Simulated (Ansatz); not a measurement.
**CH3ClNSi (charge +1): density, localisation and related maps**

```json
{"atom": "N", "x (Å)": "-0.5393", "y (Å)": "1.1645", "z (Å)": "-0.2608"}
{"atom": "Si", "x (Å)": "0.4381", "y (Å)": "-0.0218", "z (Å)": "0.3689"}
{"atom": "C", "x (Å)": "-0.1752", "y (Å)": "-1.6580", "z (Å)": "-0.4235"}
{"atom": "Cl", "x (Å)": "0.5777", "y (Å)": "-3.0776", "z (Å)": "-0.0347"}
{"atom": "H", "x (Å)": "-0.4745", "y (Å)": "2.1615", "z (Å)": "-0.0456"}
{"atom": "H", "x (Å)": "-1.2830", "y (Å)": "0.9423", "z (Å)": "-0.9289"}
{"atom": "H", "x (Å)": "1.4562", "y (Å)": "0.4890", "z (Å)": "1.3246"}
```

These are results of RKS B3LYP/def2-SVP (Ansatz), not measurements.

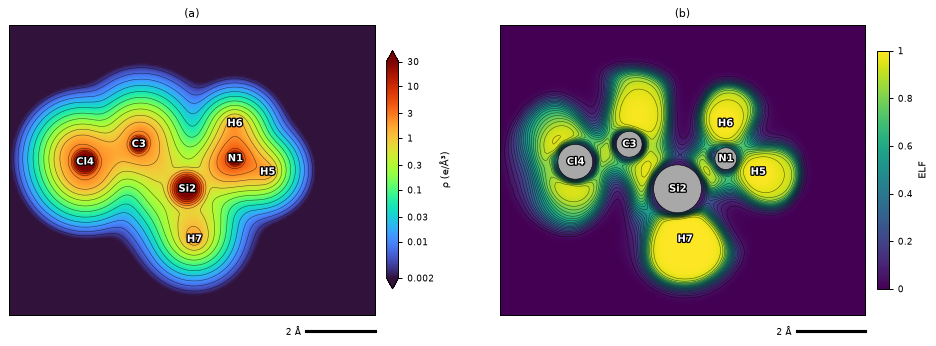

Figure 1. (a) total electron density; (b) ELF on the molecular plane. Grey discs cover the atomic cores in the ELF map.

What do the fields say about this system?

Answer. The section cuts through N, Si, C, Cl and H sites.
C–Cl (1.65 Å): ρ at the midpoint is about 1.7 e/Å³; the ELF peaks at about 0.90 between the atoms: localised, covalent bonding.
Si–N (1.66 Å): the density is about 1.2 e/Å³ at the midpoint; the ELF peaks at about 0.90 between the atoms; a polar covalent bond.
C–Si (1.92 Å): ρ at the midpoint is about 0.9 e/Å³; the ELF peaks at about 0.95 between the atoms; a covalent bond.
N–H (1.02 Å): ρ is about 2.8 e/Å³ halfway; the ELF climbs to about 1 towards the hydrogen, as it does in any bond to H: an ordinary covalent bond to hydrogen.
Si–H (1.49 Å): ρ at the midpoint is about 0.81 e/Å³; the ELF climbs to about 1 towards the hydrogen.
The ELF also peaks beside Cl4 and C3, away from the bonds: lone-pair regions.

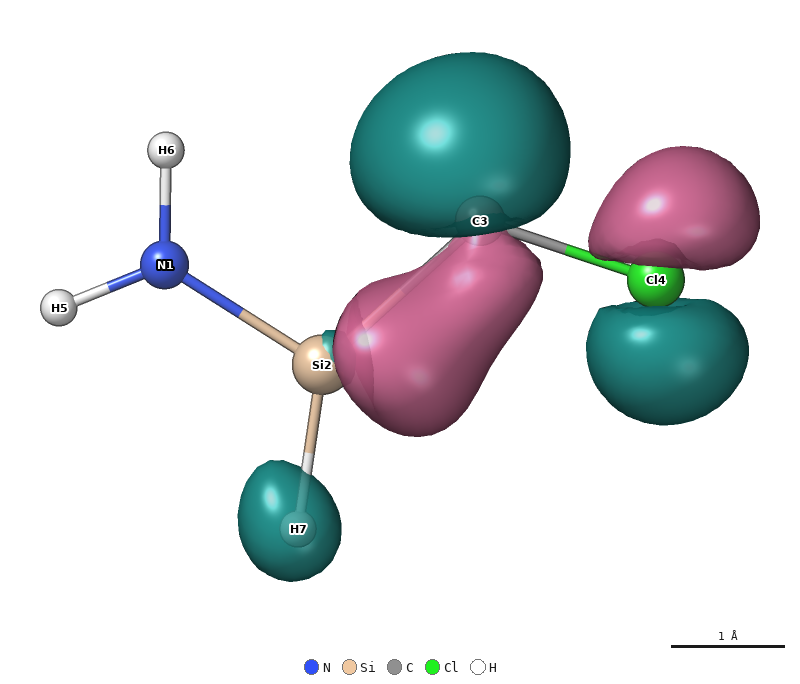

Figure 2. The HOMO at ±0.15 Å⁻³ᐟ² (teal and pink are the two phases), seen across its widest extent.

Describe this orbital and give its energy.

Answer. Its weight (Hirshfeld) is mainly on C3 (about 55 %), Cl4 (about 25 %) and Si2 (about 15 %); it is symmetric in the molecular plane (an in-plane orbital: σ, lone-pair or in-plane π type). Its energy is −11.45 eV.

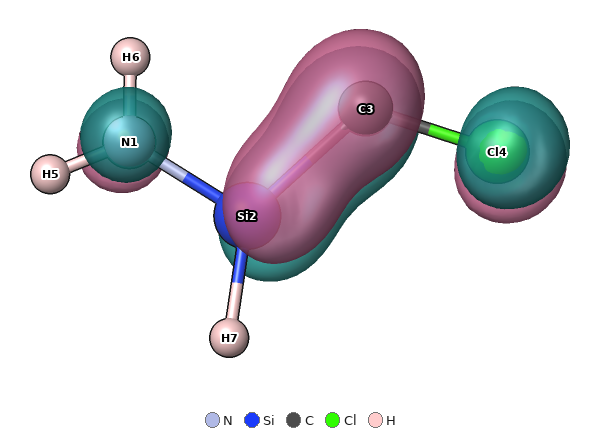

Figure 3. The LUMO at ±0.15 Å⁻³ᐟ² (teal and pink are the two phases), seen at a tilt.

What is the character of this orbital?

Answer. Its weight (Hirshfeld) is mainly on C3 (about 40 %), Si2 (about 25 %), Cl4 (about 20 %) and N1 (about 10 %); it changes sign across the molecular plane (π type); π-bonding across Si2–C3; π-antibonding (a node) across N1–Si2 and C3–Cl4. Its energy is −9.64 eV.
